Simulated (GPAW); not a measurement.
**Geometry relaxation, with input and output: GaF (part 2 of 2)**

GaF; C09-vdW/plane waves, scalar-relativistic datasets (GPAW 26.7.0). The geometry comes from this level: GFN2-xTB.

Geometry of the input (Å):
```
F  0.0000  0.0000  0.0000
Ga 0.0000  0.0000  1.7992
```

### Log, continued
```
Force computation time: 0.547  # s
FIRE2:    1 00:02:11       23.569299        0.537707
        .--------------------------.
       /|                          |
      / |                          |
     /  |                          |
    /   |                          |
   /    |                          |
  /     |                          |
 *      |                          |
 |      |                          |
 |      |         Ga               |
 |      |                          |
 |      |                          |
 |      |         F                |
 |      |                          |
 |      .--------------------------.
 |     /                          /
 |    /                          /
 |   /                          /
 |  /                          /
 | /                          /
 |/                          /
 *--------------------------*

Atoms  # Å, Bohr magnetons
|   | symbol |        x |        y |        z |    initial magnetic moments |
|---|--------|----------|----------|----------|-----------------------------|
| 0 |      F | 5.500000 | 5.500000 | 4.572752 | ( 0.0000,  0.0000,  0.0000) |
| 1 |     Ga | 5.500000 | 5.500000 | 6.427227 | ( 0.0000,  0.0000,  0.0000) |

Unit cell  # Å
| periodic |         x |         y |         z |   lengths |    angles |
|----------|-----------|-----------|-----------|-----------|-----------|
|       no | 11.000000 |  0.000000 |  0.000000 | 11.000000 | 90.000000 |
|       no |  0.000000 | 11.000000 |  0.000000 | 11.000000 | 90.000000 |
|       no |  0.000000 |  0.000000 | 11.000000 | 11.000000 | 90.000000 |

Initialization done in: 5.902 s

convergence criteria:
- Maximum [total energy] change in last 3 cyles: 0.0005 eV / valence electron
- Maximum integral of absolute [dens]ity change: 0.0001 electrons / valence electron
- Maximum integral of absolute [eigenst]ate change: 4e-08 eV^2 / valence electron
maximum number of iterations: 100

SCF iterations
|iter     |     time |      energy | eigst |  dens |
|---------|----------|-------------|-------|-------|
|iter:   1| 00:02:17 |   23.552237 | -1.75 |       |
|iter:   2| 00:02:24 |   23.555050 | -3.64 | -2.02 |
|iter:   3| 00:02:30 |   23.561853 | -2.33 | -2.07 |
|iter:   4| 00:02:36 |   23.563386 | -3.71 | -2.37 |
|iter:   5| 00:02:43 |   23.563831c| -3.88 | -2.69 |
|iter:   6| 00:02:50 |   23.563844c| -5.06 | -3.09 |
|iter:   7| 00:02:56 |   23.563845c| -5.96 | -3.41 |
|iter:   8| 00:03:03 |   23.563845c| -6.91 | -4.00c|
|iter:   9| 00:03:10 |   23.563846c| -7.49c| -4.64c|

Converged in 9 steps
SCF loop duration: 53.037 s (5.893 s/step)
Energy contributions relative to reference atoms: (reference = -55598.752314)

Energy contributions:
  Kinetic:          11.016507
  Coulomb:         -11.511457
  Zero:              0.098477
  External:          0.000000
  Xc:               23.960319
  Entropy:           0.000000
  Spinorbit:         0.000000
  ----------------------------
  Free energy:      23.563846
  Extrapolated:     23.563846

dipole moment: (-0.000062, -0.000062, 0.586215)  # |e|*Ang

Fermi level: -4.451
Eigenvalues  # (at kpt = [0.000, 0.000, 0.000])
| band index |      eig [eV] | occ [0-2] |
|------------|---------------|-----------|
|          0 |       -26.620 |     2.000 |
|          1 |       -10.265 |     2.000 |
|          2 |        -8.074 |     2.000 |
|          3 |        -8.074 |     2.000 |
|          4 |        -6.781 |     2.000 |
|          5 |        -2.068 |     0.000 |
|          6 |        -2.068 |     0.000 |
|          7 |        -0.431 |     0.000 |

Gap: 4.714 eV
Transition (v -> c):
  (s=0, k=0, n=4, [0.00, 0.00, 0.00]) -> (s=0, k=0, n=5, [0.00, 0.00, 0.00])
No difference between direct/indirect transitions
vacuum-level: 0.198  # V

Forces  # eV/Ang
|        x |        y |        z |
|----------|----------|----------|
| -0.00000 |  0.00000 |  0.18307 |  # F    0
| -0.00000 | -0.00000 | -0.18276 |  # Ga   1

Force computation time: 0.564  # s
FIRE2:    2 00:03:11       23.563846        0.183073
        .--------------------------.
       /|                          |
      / |                          |
     /  |                          |
    /   |                          |
   /    |                          |
  /     |                          |
 *      |                          |
 |      |                          |
 |      |         Ga               |
 |      |                          |
 |      |                          |
 |      |         F                |
 |      |                          |
 |      .--------------------------.
 |     /                          /
 |    /                          /
 |   /                          /
 |  /                          /
 | /                          /
 |/                          /
 *--------------------------*

Atoms  # Å, Bohr magnetons
|   | symbol |        x |        y |        z |    initial magnetic moments |
|---|--------|----------|----------|----------|-----------------------------|
| 0 |      F | 5.500000 | 5.500000 | 4.576883 | ( 0.0000,  0.0000,  0.0000) |
| 1 |     Ga | 5.500000 | 5.500000 | 6.423098 | ( 0.0000,  0.0000,  0.0000) |

Unit cell  # Å
| periodic |         x |         y |         z |   lengths |    angles |
|----------|-----------|-----------|-----------|-----------|-----------|
|       no | 11.000000 |  0.000000 |  0.000000 | 11.000000 | 90.000000 |
|       no |  0.000000 | 11.000000 |  0.000000 | 11.000000 | 90.000000 |
|       no |  0.000000 |  0.000000 | 11.000000 | 11.000000 | 90.000000 |

Initialization done in: 6.824 s

convergence criteria:
- Maximum [total energy] change in last 3 cyles: 0.0005 eV / valence electron
- Maximum integral of absolute [dens]ity change: 0.0001 electrons / valence electron
- Maximum integral of absolute [eigenst]ate change: 4e-08 eV^2 / valence electron
maximum number of iterations: 100

SCF iterations
|iter     |     time |      energy | eigst |  dens |
|---------|----------|-------------|-------|-------|
|iter:   1| 00:03:18 |   23.562321c| -2.99 |       |
|iter:   2| 00:03:24 |   23.562493c| -4.86 | -2.63 |
|iter:   3| 00:03:31 |   23.562895c| -3.57 | -2.68 |
|iter:   4| 00:03:37 |   23.562988c| -4.91 | -2.97 |
|iter:   5| 00:03:44 |   23.563015c| -5.09 | -3.30 |
|iter:   6| 00:03:50 |   23.563016c| -6.31 | -3.69 |
|iter:   7| 00:03:57 |   23.563016c| -7.22 | -4.01c|
|iter:   8| 00:04:03 |   23.563016c| -7.55c| -4.61c|

Converged in 8 steps
SCF loop duration: 45.750 s (5.719 s/step)
Energy contributions relative to reference atoms: (reference = -55598.752314)

Energy contributions:
  Kinetic:          11.555412
  Coulomb:         -11.978393
  Zero:              0.099797
  External:          0.000000
  Xc:               23.886199
  Entropy:           0.000000
  Spinorbit:         0.000000
  ----------------------------
  Free energy:      23.563016
  Extrapolated:     23.563016

dipole moment: (-0.000123, -0.000123, 0.574878)  # |e|*Ang

Fermi level: -4.451
Eigenvalues  # (at kpt = [0.000, 0.000, 0.000])
| band index |      eig [eV] | occ [0-2] |
|------------|---------------|-----------|
|          0 |       -26.669 |     2.000 |
|          1 |       -10.294 |     2.000 |
|          2 |        -8.116 |     2.000 |
|          3 |        -8.116 |     2.000 |
|          4 |        -6.771 |     2.000 |
|          5 |        -2.054 |     0.000 |
|          6 |        -2.054 |     0.000 |
|          7 |        -0.431 |     0.000 |

Gap: 4.717 eV
Transition (v -> c):
  (s=0, k=0, n=4, [0.00, 0.00, 0.00]) -> (s=0, k=0, n=5, [0.00, 0.00, 0.00])
No difference between direct/indirect transitions
vacuum-level: 0.198  # V

Forces  # eV/Ang
|       x |       y |        z |
|---------|---------|----------|
| 0.00000 | 0.00000 |  0.01749 |  # F    0
| 0.00000 | 0.00000 | -0.01685 |  # Ga   1

Force computation time: 0.547  # s
        .--------------------------.
       /|                          |
      / |                          |
     /  |                          |
    /   |                          |
   /    |                          |
  /     |                          |
 *      |                          |
 |      |                          |
 |      |         Ga               |
 |      |                          |
 |      |                          |
 |      |         F                |
 |      |                          |
 |      .--------------------------.
 |     /                          /
 |    /                          /
 |   /                          /
 |  /                          /
 | /                          /
 |/                          /
 *--------------------------*

Atoms  # Å, Bohr magnetons
|   | symbol |        x |        y |        z |    initial magnetic moments |
|---|--------|----------|----------|----------|-----------------------------|
| 0 |      F | 5.500000 | 5.500000 | 4.576927 | ( 0.0000,  0.0000,  0.0000) |
| 1 |     Ga | 5.500000 | 5.500000 | 6.423056 | ( 0.0000,  0.0000,  0.0000) |

Unit cell  # Å
| periodic |         x |         y |         z |   lengths |    angles |
|----------|-----------|-----------|-----------|-----------|-----------|
|       no | 11.000000 |  0.000000 |  0.000000 | 11.000000 | 90.000000 |
|       no |  0.000000 | 11.000000 |  0.000000 | 11.000000 | 90.000000 |
|       no |  0.000000 |  0.000000 | 11.000000 | 11.000000 | 90.000000 |

Initialization done in: 5.967 s

convergence criteria:
- Maximum [total energy] change in last 3 cyles: 0.0005 eV / valence electron
- Maximum integral of absolute [dens]ity change: 0.0001 electrons / valence electron
- Maximum integral of absolute [eigenst]ate change: 4e-08 eV^2 / valence electron
maximum number of iterations: 100

SCF iterations
```

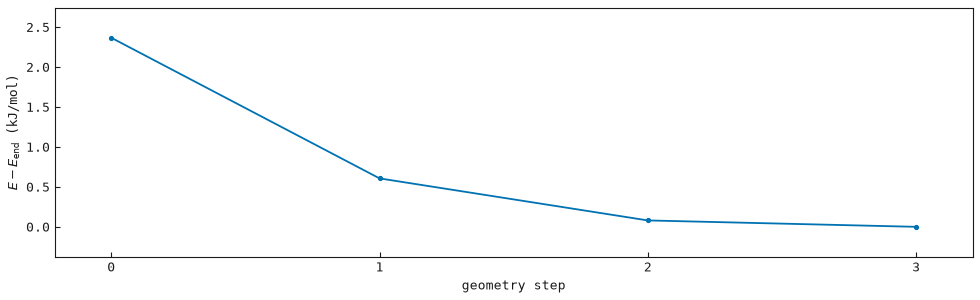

Figure 1. Progress of the relaxation, step by step (steps are counted from 0).

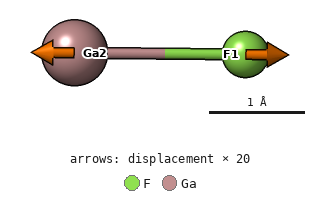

Figure 2. The starting structure with the displacements as orange arrows, magnified 20 times (ball-and-stick view, seen at a tilt). The two geometries are laid on each other by the best rigid fit. Over 3 geometry steps the energy falls by 2.37 kJ/mol. Largest force component: 1.1 eV/Å at the start, 0.018 eV/Å at the end. The largest moves after the best rigid fit, 0.023 Å, are those of F1 and Ga2. Largest moves by element: F 0.023 Å, Ga 0.023 Å. Among the contacts that change: F1–Ga2 1.799 → 1.846 Å. (Atoms are counted from 1 in the order of the input.)

```
|iter     |     time |      energy | eigst |  dens |
|---------|----------|-------------|-------|-------|
|iter:   1| 00:04:10 |   23.563015c| -7.01 |       |
|iter:   2| 00:04:16 |   23.563015c| -7.98c| -4.62c|

Converged in 2 steps
SCF loop duration: 6.595 s (3.297 s/step)
Energy contributions relative to reference atoms: (reference = -55598.752314)

Energy contributions:
  Kinetic:          11.565300
  Coulomb:         -11.986408
  Zero:              0.099820
  External:          0.000000
  Xc:               23.884302
  Entropy:           0.000000
  Spinorbit:         0.000000
  ----------------------------
  Free energy:      23.563015
  Extrapolated:     23.563015

dipole moment: (-0.000435, -0.000435, 0.574507)  # |e|*Ang

Fermi level: -4.451
Eigenvalues  # (at kpt = [0.000, 0.000, 0.000])
| band index |      eig [eV] | occ [0-2] |
|------------|---------------|-----------|
|          0 |       -26.668 |     2.000 |
|          1 |       -10.293 |     2.000 |
|          2 |        -8.116 |     2.000 |
|          3 |        -8.116 |     2.000 |
|          4 |        -6.770 |     2.000 |
|          5 |        -2.054 |     0.000 |
|          6 |        -2.054 |     0.000 |
|          7 |        -0.431 |     0.000 |

Gap: 4.716 eV
Transition (v -> c):
  (s=0, k=0, n=4, [0.00, 0.00, 0.00]) -> (s=0, k=0, n=5, [0.00, 0.00, 0.00])
No difference between direct/indirect transitions
vacuum-level: 0.198  # V

Forces  # eV/Ang
|       x |        y |        z |
|---------|----------|----------|
| 0.00000 | -0.00000 |  0.01828 |  # F    0
| 0.00000 | -0.00000 | -0.01640 |  # Ga   1

Force computation time: 0.603  # s
FIRE2:    3 00:04:17       23.563015        0.018283
Converged: True
Final energy = 23.56301 eV
r(Ga1-F0): 1.8461 Ang
```

### Trajectory as extended XYZ (Å, eV, eV/Å), 4 frames, from step=0 to step=3
```
2
Properties=species:S:1:pos:R:3:forces:R:3 step=0 energy=23.58755
F     5.5000    5.5000    4.6004    0.0000   0.0000  -1.1149
Ga    5.5000    5.5000    6.3996    0.0000   0.0000   1.1137
2
Properties=species:S:1:pos:R:3:forces:R:3 step=1 energy=23.56930
F     5.5000    5.5000    4.5893    0.0000   0.0000  -0.5377
Ga    5.5000    5.5000    6.4107    0.0000   0.0000   0.5377
2
Properties=species:S:1:pos:R:3:forces:R:3 step=2 energy=23.56385
F     5.5000    5.5000    4.5728    0.0000   0.0000   0.1831
Ga    5.5000    5.5000    6.4272    0.0000   0.0000  -0.1828
2
Properties=species:S:1:pos:R:3:forces:R:3 step=3 energy=23.56301
F     5.5000    5.5000    4.5769    0.0000   0.0000   0.0183
Ga    5.5000    5.5000    6.4231    0.0000   0.0000  -0.0164
```

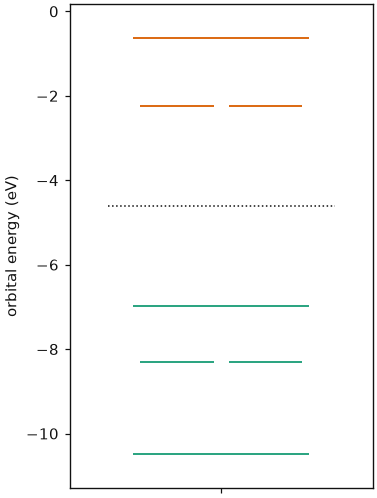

Figure 3. Orbital energies near the frontier; the dotted line parts filled from empty levels, and levels within 0.02 eV of each other stand side by side. Highest filled −6.97 eV, lowest empty −2.25 eV, 4.72 eV apart.
